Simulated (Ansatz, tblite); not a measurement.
# SiEt(NHMe)3 (C₅H₁₇N₃Si): a ladder of methods and basis sets

How do method and basis change the picture of SiEt(NHMe)3 (C₅H₁₇N₃Si) (singlet)?

The runs use Ansatz 0.2.0, Gaussian basis; as each input shows.

Levels to be run: GFN1-xTB, GFN2-xTB, PBE-D4/def2-TZVP, r2SCAN-D4/def2-TZVP, B97M-V/def2-TZVP, ωB97X-V/def2-TZVP, PBE-D4/def2-SVP, PBE0-D4/def2-SVP, HF/STO-3G, HF/6-31G, B3LYP-D4/6-31G, MP2/def2-SVP.

2 further runs of the same task are left out: 2 set aside as unsound or not needed. Runs told in other sessions of the task aren't counted.

## Step 1: The geometry

The geometry is that of the singlet, from an earlier relaxation (PBE-D4/def2-SVP).

26 atoms, charge 0, spin multiplicity 1.

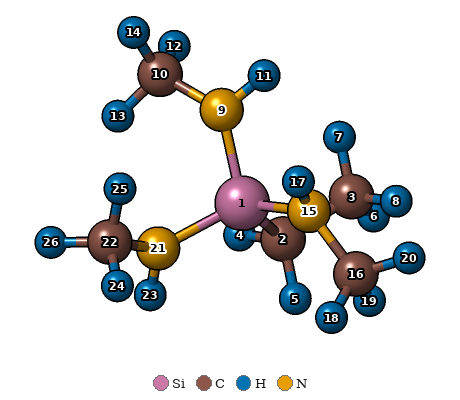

The geometry (silicon pink, carbon brown, hydrogen blue, nitrogen amber); atoms are numbered from 1 in the order of the file.

PBE0-D4/def2-TZVP was run before; its log isn't repeated, and its numbers join the tables.

## Step 2: GFN1-xTB

Tight binding, by tblite at 300 K electronic temperature and without a spin-polarisation term:

```python
tblite.interface.Calculator('GFN1-xTB', numbers, positions, charge=0, uhf=0).singlepoint()
```

Energy -850.6098 eV, HOMO -10.00 eV, LUMO -3.72 eV; 0.015 s.

## Step 3: GFN2-xTB

Tight binding, by tblite at 300 K electronic temperature and without a spin-polarisation term:

```python
tblite.interface.Calculator('GFN2-xTB', numbers, positions, charge=0, uhf=0).singlepoint()
```

Energy -813.5232 eV, HOMO -9.32 eV, LUMO -3.03 eV; 0.009 s.

## Step 4: PBE-D4/def2-TZVP

start.molden holds the orbitals of an earlier run on this state, given as this run's starting guess.

The input, in.yaml:

```yaml
crystal:
  periodic: [false, false, false]
  atoms:
    - {symbol: Si, position_ang: [-0.045682, -0.044499, -0.045459]}
    - {symbol: C, position_ang: [-0.181336, -0.045198, 1.845770]}
    - {symbol: C, position_ang: [0.539119, 1.141916, 2.499580]}
    - {symbol: H, position_ang: [0.252524, -1.005664, 2.201964]}
    - {symbol: H, position_ang: [-1.251445, -0.073917, 2.151652]}
    - {symbol: H, position_ang: [0.497749, 1.105110, 3.608182]}
    - {symbol: H, position_ang: [1.609344, 1.166472, 2.205461]}
    - {symbol: H, position_ang: [0.100353, 2.108950, 2.178089]}
    - {symbol: N, position_ang: [1.554555, 0.051347, -0.735781]}
    - {symbol: C, position_ang: [2.519824, -1.029277, -0.783464]}
    - {symbol: H, position_ang: [1.960746, 0.985911, -0.817013]}
    - {symbol: H, position_ang: [3.295996, -0.981684, 0.019800]}
    - {symbol: H, position_ang: [1.984294, -1.993395, -0.662142]}
    - {symbol: H, position_ang: [3.059971, -1.073889, -1.758330]}
    - {symbol: N, position_ang: [-0.761637, 1.441086, -0.636937]}
    - {symbol: C, position_ang: [-2.011390, 2.020256, -0.185813]}
    - {symbol: H, position_ang: [-0.536323, 1.671424, -1.608971]}
    - {symbol: H, position_ang: [-2.921415, 1.633156, -0.707835]}
    - {symbol: H, position_ang: [-2.156075, 1.815905, 0.895423]}
    - {symbol: H, position_ang: [-2.017415, 3.127934, -0.298086]}
    - {symbol: N, position_ang: [-0.681847, -1.592880, -0.551712]}
    - {symbol: C, position_ang: [-0.863449, -1.997960, -1.932449]}
    - {symbol: H, position_ang: [-1.259230, -2.109106, 0.115306]}
    - {symbol: H, position_ang: [-1.890714, -1.814537, -2.333122]}
    - {symbol: H, position_ang: [-0.158807, -1.429916, -2.575404]}
    - {symbol: H, position_ang: [-0.637697, -3.077567, -2.088702]}
basis:
  gaussian: {orbitals: def2-TZVP, initial_orbitals: start.molden}
hamiltonian: {xc: pbe, dispersion: d4}
scf: {omitted_lower_state_checks: [starts]}
output: {forces: true, orbitals: {seedname: orbitals}}
```

Started as:

```bash
ansatz run in.yaml --threads 4 --pin off --events-out ev --progress --plain --max-ram 6963MiB
```

What it wrote, shortened:

```text
Functional definition: PBE
  name "PBE"
  cite "Perdew, Burke & Ernzerhof, Phys. Rev. Lett. 77, 3865 (1996) doi:10.1103/PhysRevLett.77.3865"
  parent pbe
[...]
2365 factors; their error is unknown
[...]
mean field -17799.07208052 eV, -654.1038343147 hartree, gradient 1.9e-5 eV, S^2 0.000000; 0 other end points of the search recorded, 0 dependent functions left out
[...]
reference -17799.07214530 eV, -654.1038366952 hartree; 41, 41 occupied and 346, 346 virtual orbitals, 2365 factors
Total energy: -17799.75147629 eV, -654.1288016487 hartree
Atom 0 at    -0.045682    -0.044499    -0.045459 Å, force     0.031812    -0.009168    -0.217370 eV/Å
Atom 1 at    -0.181336    -0.045198     1.845770 Å, force    -0.128708    -0.241475     0.006108 eV/Å
Atom 2 at     0.539119     1.141916     2.499580 Å, force     0.132233     0.232050     0.089164 eV/Å
Atom 3 at     0.252524    -1.005664     2.201964 Å, force    -0.093077     0.246810    -0.071720 eV/Å
Atom 4 at    -1.251445    -0.073917     2.151652 Å, force     0.272626     0.029153    -0.073129 eV/Å
Atom 5 at     0.497749     1.105110     3.608182 Å, force     0.002615    -0.006322    -0.289533 eV/Å
Atom 6 at     1.609344     1.166472     2.205461 Å, force    -0.276548    -0.016994     0.089807 eV/Å
Atom 7 at     0.100353     2.108950     2.178089 Å, force     0.102781    -0.256944     0.088741 eV/Å
[...]
Atom 10 at     1.960746     0.985911    -0.817013 Å, force    -0.080677    -0.249774     0.028721 eV/Å
Atom 11 at     3.295996    -0.981684     0.019800 Å, force    -0.257010     0.021213    -0.217844 eV/Å
Atom 12 at     1.984294    -1.993395    -0.662142 Å, force     0.144594     0.268084    -0.038399 eV/Å
Atom 13 at     3.059971    -1.073889    -1.758330 Å, force    -0.189548     0.050522     0.271740 eV/Å
Atom 14 at    -0.761637     1.441086    -0.636937 Å, force     0.313083    -0.275539    -0.176315 eV/Å
Atom 15 at    -2.011390     2.020256    -0.185813 Å, force    -0.429499     0.183262     0.187461 eV/Å
Atom 16 at    -0.536323     1.671424    -1.608971 Å, force    -0.081890    -0.041414     0.244364 eV/Å
Atom 17 at    -2.921415     1.633156    -0.707835 Å, force     0.283821     0.068920     0.118957 eV/Å
Atom 18 at    -2.156075     1.815905     0.895423 Å, force     0.066091     0.035764    -0.286983 eV/Å
Atom 19 at    -2.017415     3.127934    -0.298086 Å, force     0.047710    -0.307419     0.013142 eV/Å
Atom 20 at    -0.681847    -1.592880    -0.551712 Å, force     0.001942     0.231484     0.361885 eV/Å
Atom 21 at    -0.863449    -1.997960    -1.932449 Å, force    -0.040729    -0.116835    -0.471631 eV/Å
Atom 22 at    -1.259230    -2.109106     0.115306 Å, force     0.137554     0.132880    -0.183444 eV/Å
Atom 23 at    -1.890714    -1.814537    -2.333122 Å, force     0.286796    -0.026908     0.154757 eV/Å
Atom 24 at    -0.158807    -1.429916    -2.575404 Å, force    -0.188625    -0.145394     0.188317 eV/Å
Atom 25 at    -0.637697    -3.077567    -2.088702 Å, force    -0.048146     0.293687     0.090332 eV/Å
Dipole moment:    -0.085204    -0.006109    -0.067544 e Å
Checks for a lower state left out: starts
```

Wall time 3.4 s (4 threads of AMD EPYC 9R45, shared host); peak memory 0.82 GiB.

From the report: HOMO -4.76 eV, LUMO -0.01 eV.

## Step 5: r2SCAN-D4/def2-TZVP

Edit in.yaml of step 4 so:

```diff
@@ -31,4 +31,4 @@
   gaussian: {orbitals: def2-TZVP, initial_orbitals: start.molden}
-hamiltonian: {xc: pbe, dispersion: d4}
+hamiltonian: {xc: r2scan, dispersion: d4}
 scf: {omitted_lower_state_checks: [starts]}
-output: {forces: true, orbitals: {seedname: orbitals}}
+output: {orbitals: {seedname: orbitals}}
```

Same command.

What it wrote:

```text
Functional definition: r2SCAN
  name "r2SCAN"
  cite "Furness, Kaplan, Ning, Perdew & Sun, J. Phys. Chem. Lett. 11, 8208 (2020) doi:10.1021/acs.jpclett.0c02405"
  cite "Furness, Kaplan, Ning, Perdew & Sun, J. Phys. Chem. Lett. 11, 9248 (2020) doi:10.1021/acs.jpclett.0c03077"
  parent r2scan
  parameter k0 = 0.174
  parameter k1 = 0.065
  parameter a1 = 4.9479
  exchange = r2scan_x(k0 = k0, k1 = k1, a1 = a1)
  correlation = r2scan_c
these checks for a lower state are left out or cut short: starts
2365 factors; their error is unknown
mean field evaluation 1: about -17809.8044 eV, gradient 7.3e0 eV
mean field evaluation 2: about -17809.8697 eV, gradient 6.9e-2 eV
mean field evaluation 4: about -17809.8049 eV, gradient 6.0e-4 eV
mean field -17809.80488811 eV, -654.4982577187 hartree, gradient 2.4e-5 eV, S^2 0.000000; 0 other end points of the search recorded, 0 dependent functions left out
reference -17809.80490604 eV, -654.4982583777 hartree; 41, 41 occupied and 346, 346 virtual orbitals, 2365 factors
Total energy: -17810.00228015 eV, -654.5055117425 hartree
Checks for a lower state left out: starts
```

Wall time 4.1 s (4 threads of AMD EPYC 9R45, shared host); peak memory 0.87 GiB.

From the report: HOMO -5.02 eV, LUMO 0.63 eV.

## Step 6: B97M-V/def2-TZVP

Edit in.yaml of step 5 so:

```diff
@@ -31,3 +31,3 @@
   gaussian: {orbitals: def2-TZVP, initial_orbitals: start.molden}
-hamiltonian: {xc: r2scan, dispersion: d4}
+hamiltonian: {xc: {name: B97M-V}}
 scf: {omitted_lower_state_checks: [starts]}
```

The command is unchanged.

What it wrote, shortened:

```text
Functional definition: B97M-V
  name "B97M-V"
  cite "Mardirossian & Head-Gordon, J. Chem. Phys. 142, 074111 (2015) doi:10.1063/1.4907719"
  cite "Becke, J. Chem. Phys. 107, 8554 (1997) doi:10.1063/1.475007"
  cite "Vydrov & Van Voorhis, J. Chem. Phys. 133, 244103 (2010) doi:10.1063/1.3521275"
  # Of w^i u^j: cxij and so on, Table III.
[...]
  gx(w, u) = cx00 + cx01*u + cx02*u^2 + (cx10 + cx11*u)*w
  gss(w, u) = css00 + css02*u^2 + css10*w + (css32*w^3 + css42*w^4)*u^2
  gos(w, u) = cos00 + cos01*u + cos03*u^3 + cos10*w + cos32*w^3*u^2
[...]
      + integral(e_c_pw_mod_opposite_spin*gos(b97_w_opposite, b97_u_opposite)) + vv10(b, c)
[...]
2365 factors; their error is unknown
[...]
mean field -17813.74287028 eV, -654.6429758943 hartree, gradient 2.3e-5 eV, S^2 0.000000; 0 other end points of the search recorded, 0 dependent functions left out
reference -17813.74295899 eV, -654.6429791541 hartree; 41, 41 occupied and 346, 346 virtual orbitals, 2365 factors
Total energy: -17813.74295899 eV, -654.6429791541 hartree
Checks for a lower state left out: starts
```

It took 9.5 s on 4 threads of AMD EPYC 9R45, shared host; peak memory 1 GiB.

Report: HOMO -5.16 eV, LUMO 0.10 eV.

## Step 7: ωB97X-V/def2-TZVP

Edit in.yaml of step 6 so:

```diff
@@ -31,3 +31,3 @@
   gaussian: {orbitals: def2-TZVP, initial_orbitals: start.molden}
-hamiltonian: {xc: {name: B97M-V}}
+hamiltonian: {xc: {name: wB97X-V}}
 scf: {omitted_lower_state_checks: [starts]}
```

The command is unchanged.

What it wrote, shortened:

```text
Functional definition: wB97X-V
  name "wB97X-V"
  cite "Mardirossian & Head-Gordon, Phys. Chem. Chem. Phys. 16, 9904 (2014) doi:10.1039/C3CP54374A"
  cite "Becke, J. Chem. Phys. 107, 8554 (1997) doi:10.1063/1.475007"
  cite "Vydrov & Van Voorhis, J. Chem. Phys. 133, 244103 (2010) doi:10.1063/1.3521275"
[...]
      + integral(e_c_pw_opposite_spin*poly(b97_u_opposite, cos0, cos1)) + vv10(b, c)
[...]
2365 factors; their error is unknown
691 factors; integrals over basis functions are off by at most 8.2e-6 eV
[...]
mean field -17812.52979475 eV, -654.5983961907 hartree, gradient 7.7e-6 eV, S^2 0.000000; 0 other end points of the search recorded, 0 dependent functions left out
reference -17812.52979179 eV, -654.5983960821 hartree; 41, 41 occupied and 346, 346 virtual orbitals, 2365 factors
Total energy: -17812.52979179 eV, -654.5983960821 hartree
Checks for a lower state left out: starts
```

It took 11 s on 4 threads of AMD EPYC 9R45, shared host; peak memory 2 GiB.

Report: HOMO -8.54 eV, LUMO 2.59 eV.

## Step 8: PBE-D4/def2-SVP

Edit in.yaml of step 7 so:

```diff
@@ -30,4 +30,4 @@
 basis:
-  gaussian: {orbitals: def2-TZVP, initial_orbitals: start.molden}
-hamiltonian: {xc: {name: wB97X-V}}
+  gaussian: {orbitals: def2-SVP, initial_orbitals: start.molden}
+hamiltonian: {xc: pbe, dispersion: d4}
 scf: {omitted_lower_state_checks: [starts]}
```

Same command.

What it wrote:

```text
Functional definition: PBE
  name "PBE"
  cite "Perdew, Burke & Ernzerhof, Phys. Rev. Lett. 77, 3865 (1996) doi:10.1103/PhysRevLett.77.3865"
  parent pbe
  parameter kappa = 0.804
  parameter beta = 0.06672455060314922
  exchange = pbe_x(kappa = kappa, mu = beta*pi^2/3)
  correlation = pbe_c(beta = beta)
these checks for a lower state are left out or cut short: starts
2488 factors; their error is unknown
mean field evaluation 1: about -17784.6883 eV, gradient 1.2e1 eV
mean field evaluation 2: about -17785.1219 eV, gradient 3.2e-1 eV
mean field evaluation 4: about -17784.9852 eV, gradient 7.6e-4 eV
mean field -17784.98522650 eV, -653.5861519780 hartree, gradient 1.8e-5 eV, S^2 0.000000; 0 other end points of the search recorded, 0 dependent functions left out
reference -17784.98527360 eV, -653.5861537087 hartree; 41, 41 occupied and 174, 174 virtual orbitals, 2488 factors
Total energy: -17785.66460459 eV, -653.6111186622 hartree
Checks for a lower state left out: starts
```

Wall time 2.1 s (4 threads of AMD EPYC 9R45, shared host).

HOMO -4.51 eV, LUMO 0.59 eV.

## Step 9: PBE0-D4/def2-SVP

Edit in.yaml of step 8 so:

```diff
@@ -31,3 +31,3 @@
   gaussian: {orbitals: def2-SVP, initial_orbitals: start.molden}
-hamiltonian: {xc: pbe, dispersion: d4}
+hamiltonian: {xc: pbe0, dispersion: d4}
 scf: {omitted_lower_state_checks: [starts]}
```

Launched as before.

What it wrote:

```text
Functional definition: PBE0
  name "PBE0"
  cite "Adamo & Barone, J. Chem. Phys. 110, 6158 (1999) doi:10.1063/1.478522"
  cite "Perdew, Burke & Ernzerhof, Phys. Rev. Lett. 77, 3865 (1996) doi:10.1103/PhysRevLett.77.3865"
  parent pbe
  parameter a = 0.25
  parameter kappa = 0.804
  parameter beta = 0.06672455060314922
  exchange = (1 - a)*pbe_x(kappa = kappa, mu = beta*pi^2/3) + a*exact_x
  correlation = pbe_c(beta = beta)
these checks for a lower state are left out or cut short: starts
2488 factors; their error is unknown
mean field evaluation 1: about -17787.1330 eV, gradient 9.8e0 eV
mean field evaluation 2: about -17787.4089 eV, gradient 1.9e-1 eV
mean field evaluation 4: about -17787.4171 eV, gradient 4.4e-4 eV
mean field -17787.41706208 eV, -653.6755202872 hartree, gradient 1.3e-5 eV, S^2 0.000000; 0 other end points of the search recorded, 0 dependent functions left out
reference -17787.41709930 eV, -653.6755216551 hartree; 41, 41 occupied and 174, 174 virtual orbitals, 2488 factors
Total energy: -17788.00365214 eV, -653.6970770743 hartree
Checks for a lower state left out: starts
```

Run time: 2 s. Hardware: 4 threads of AMD EPYC 9R45, shared host; peak memory 0.96 GiB.

HOMO -5.93 eV, LUMO 1.45 eV.

## Step 10: HF/STO-3G

Edit in.yaml of step 9 so:

```diff
@@ -30,4 +30,4 @@
 basis:
-  gaussian: {orbitals: def2-SVP, initial_orbitals: start.molden}
-hamiltonian: {xc: pbe0, dispersion: d4}
+  gaussian: {orbitals: STO-3G}
+hamiltonian: {xc: hf}
 scf: {omitted_lower_state_checks: [starts]}
```

The command is unchanged.

What it wrote:

```text
Functional definition: HF
  name "HF"
  cite "Fock, Z. Phys. 61, 126 (1930) doi:10.1007/BF01340294"
  parent pbe
  exchange = exact_x
  correlation = 0
these checks for a lower state are left out or cut short: starts
911 factors; integrals over basis functions are off by at most 4.3e-5 eV
mean field evaluation 1: about -17516.5502 eV, gradient 2.7e1 eV
mean field evaluation 2: about -17517.0401 eV, gradient 2.7e1 eV
mean field evaluation 4: about -17519.5767 eV, gradient 1.7e0 eV
mean field evaluation 8: about -17519.5887 eV, gradient 1.8e-4 eV
mean field -17519.58870249 eV, -643.8330096127 hartree, gradient 6.1e-6 eV, S^2 0.000000; 0 other end points of the search recorded, 0 dependent functions left out
reference -17519.58870249 eV, -643.8330096127 hartree; 41, 41 occupied and 25, 25 virtual orbitals, 911 factors
Total energy: -17519.58870249 eV, -643.8330096127 hartree
Checks for a lower state left out: starts
```

Run time: 0.25 s. Hardware: 4 threads of AMD EPYC 9R45, shared host.

Report: HOMO -7.24 eV, LUMO 12.60 eV.

## Step 11: HF/6-31G

Edit in.yaml of step 10 so:

```diff
@@ -30,3 +30,3 @@
 basis:
-  gaussian: {orbitals: STO-3G}
+  gaussian: {orbitals: 6-31G}
 hamiltonian: {xc: hf}
```

Same command.

What it wrote:

```text
Functional definition: HF
  name "HF"
  cite "Fock, Z. Phys. 61, 126 (1930) doi:10.1007/BF01340294"
  parent pbe
  exchange = exact_x
  correlation = 0
these checks for a lower state are left out or cut short: starts
1715 factors; integrals over basis functions are off by at most 1.9e-4 eV
mean field evaluation 1: about -17719.4753 eV, gradient 4.6e1 eV
mean field evaluation 2: about -17719.4745 eV, gradient 4.6e1 eV
mean field evaluation 4: about -17724.5011 eV, gradient 4.2e0 eV
mean field evaluation 8: about -17724.5495 eV, gradient 1.1e-4 eV
mean field -17724.54953706 eV, -651.3651813558 hartree, gradient 1.6e-5 eV, S^2 0.000000; 0 other end points of the search recorded, 0 dependent functions left out
reference -17724.54953706 eV, -651.3651813558 hartree; 41, 41 occupied and 78, 78 virtual orbitals, 1715 factors
Total energy: -17724.54953706 eV, -651.3651813558 hartree
Checks for a lower state left out: starts
```

Wall time 0.6 s (4 threads of AMD EPYC 9R45, shared host).

Report: HOMO -9.36 eV, LUMO 5.46 eV.

## Step 12: B3LYP-D4/6-31G

Edit in.yaml of step 11 so:

```diff
@@ -31,3 +31,3 @@
   gaussian: {orbitals: 6-31G}
-hamiltonian: {xc: hf}
+hamiltonian: {xc: {name: B3LYP}, dispersion: d4}
 scf: {omitted_lower_state_checks: [starts]}
```

The command is unchanged.

What it wrote, shortened:

```text
Functional definition: B3LYP
  name "B3LYP"
  cite "Stephens, Devlin, Chabalowski & Frisch, J. Phys. Chem. 98, 11623 (1994) doi:10.1021/j100096a001"
  cite "Becke, Phys. Rev. A 38, 3098 (1988) doi:10.1103/PhysRevA.38.3098"
  cite "Lee, Yang & Parr, Phys. Rev. B 37, 785 (1988) doi:10.1103/PhysRevB.37.785"
  cite "Vosko, Wilk & Nusair, Can. J. Phys. 58, 1200 (1980) doi:10.1139/p80-159"
[...]
1715 factors; integrals over basis functions are off by at most 1.9e-4 eV
[...]
mean field -17808.32068745 eV, -654.4437143506 hartree, gradient 7.9e-5 eV, S^2 0.000000; 0 other end points of the search recorded, 0 dependent functions left out
reference -17808.32097919 eV, -654.4437250716 hartree; 41, 41 occupied and 78, 78 virtual orbitals, 1715 factors
Total energy: -17809.38554516 eV, -654.4828471495 hartree
Checks for a lower state left out: starts
```

Run time: 1.1 s. Hardware: 4 threads of AMD EPYC 9R45, shared host.

HOMO -5.52 eV, LUMO 1.78 eV.

## Step 13: MP2/def2-SVP

Edit in.yaml of step 12 so:

```diff
@@ -30,4 +30,4 @@
 basis:
-  gaussian: {orbitals: 6-31G}
-hamiltonian: {xc: {name: B3LYP}, dispersion: d4}
+  gaussian: {orbitals: def2-SVP, initial_orbitals: start.molden}
+correlation: {method: mp2}
 scf: {omitted_lower_state_checks: [starts]}
```

The command is unchanged.

What it wrote:

```text
Functional definition: HF
  name "HF"
  cite "Fock, Z. Phys. 61, 126 (1930) doi:10.1007/BF01340294"
  parent pbe
  exchange = exact_x
  correlation = 0
these checks for a lower state are left out or cut short: starts
2220 factors; integrals over basis functions are off by at most 1.4e-3 eV
mean field evaluation 1: about -17719.7083 eV, gradient 2.8e1 eV
mean field evaluation 2: about -17720.9913 eV, gradient 1.0e0 eV
mean field evaluation 4: about -17721.0038 eV, gradient 5.2e-2 eV
mean field evaluation 8: about -17721.0038 eV, gradient 7.5e-7 eV
mean field -17721.00381757 eV, -651.2348785679 hartree, gradient 7.5e-7 eV, S^2 0.000000; 0 other end points of the search recorded, 0 dependent functions left out
13 core orbitals not correlated: weight in the atoms' cores, before any rotation towards them, 1.000 or more for the frozen orbitals, at most 0.000 for the correlated occupied ones
reference -17721.00381757 eV, -651.2348785679 hartree; 28, 28 occupied and 174, 174 virtual orbitals, 2220 factors
second order -36.17455899 eV of doubles, -0.00000000 eV of singles
Total energy: -17757.17837656 eV, -652.5642690909 hartree
Checks for a lower state left out: starts
```

Run time: 1.8 s. Hardware: 4 threads of AMD EPYC 9R45, shared host; peak memory 0.65 GiB.

Report: Hartree-Fock HOMO -9.44 eV, LUMO 4.36 eV.

## Step 14: Levels side by side

| level | functions | HOMO (eV) | LUMO (eV) | gap (eV) | time |
| --- | --- | --- | --- | --- | --- |
| HF/STO-3G | 66 | -7.24 | 12.60 | 19.83 | 0.25 s |
| HF/6-31G | 119 | -9.36 | 5.46 | 14.82 | 0.6 s |
| PBE-D4/def2-SVP | 215 | -4.51 | 0.59 | 5.10 | 2.1 s |
| PBE-D4/def2-TZVP | 387 | -4.76 | -0.01 | 4.75 | 3.4 s |
| r2SCAN-D4/def2-TZVP | 387 | -5.02 | 0.63 | 5.65 | 4.1 s |
| B97M-V/def2-TZVP | 387 | -5.16 | 0.10 | 5.26 | 9.5 s |
| B3LYP-D4/6-31G | 119 | -5.52 | 1.78 | 7.30 | 1.1 s |
| PBE0-D4/def2-SVP | 215 | -5.93 | 1.45 | 7.38 | 2 s |
| PBE0-D4/def2-TZVP | 387 | -6.12 | 0.79 | 6.90 | 4.5 s |
| ωB97X-V/def2-TZVP | 387 | -8.54 | 2.59 | 11.13 | 11 s |

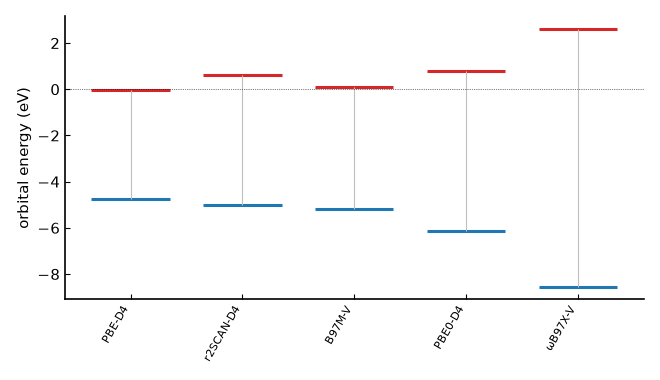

Highest filled (blue) and lowest empty (red) level in def2-TZVP.

The pieces so far (eV):

| basis | HF | MP2 correlation | total |
| --- | --- | --- | --- |
| def2-SVP | -17721.0038 | -36.1746 | -17757.1784 (MP2) |

## Step 15: Binding energy

Free atoms were run apart at each level; binding is atoms less cluster, divided by the number of atoms, without zero-point or spin-orbit terms.

| level | binding an atom (eV) |
| --- | --- |
| HF/STO-3G | 3.439 |
| HF/6-31G | 2.640 |
| HF/def2-SVP | 2.887 |
| PBE-D4/def2-SVP | 4.034 |
| PBE-D4/def2-TZVP | 4.015 |
| r2SCAN-D4/def2-TZVP | 3.933 |
| B97M-V/def2-TZVP | 3.933 |
| B3LYP-D4/6-31G | 3.812 |
| PBE0-D4/def2-SVP | 3.977 |
| PBE0-D4/def2-TZVP | 3.954 |
| ωB97X-V/def2-TZVP | 3.957 |
| MP2/def2-SVP | 3.752 |

## Step 16: Summary of results

```
                                                 quantity                                 value
gap in def2-TZVP, named functionals, smallest and largest  4.75 eV (PBE-D4), 11.13 eV (ωB97X-V)
                         correlation energy, MP2/def2-SVP                             -36.17 eV
                binding an atom, functionals in def2-TZVP  3.93 (r2SCAN-D4) to 4.01 eV (PBE-D4)
          PBE0 total energy, smallest basis above largest        13.79 eV (def2-SVP, def2-TZVP)
```

What this shows: Orbital gaps of the named functionals in def2-TZVP span 4.75 eV (PBE-D4) to 11.13 eV (ωB97X-V); exact exchange widens it.

The slowest run with a step of its own, ωB97X-V/def2-TZVP, took 11 s; the quickest functional in def2-TZVP took 3.4 s (shared host).
